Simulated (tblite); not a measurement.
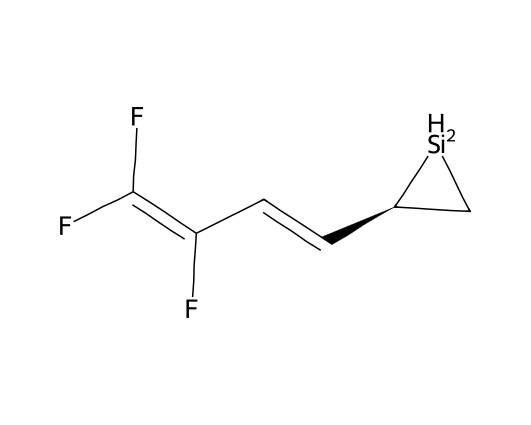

(Drawn from a calculation with tblite.)

A structural formula.

Give its SMILES.

FC(F)=C(F)/C=C/[C@@H]1C[SiH2]1

What is the molecular formula?

C6H7F3Si.

An optimisation with GFN2-xTB gave a structure of which point group?

C1.
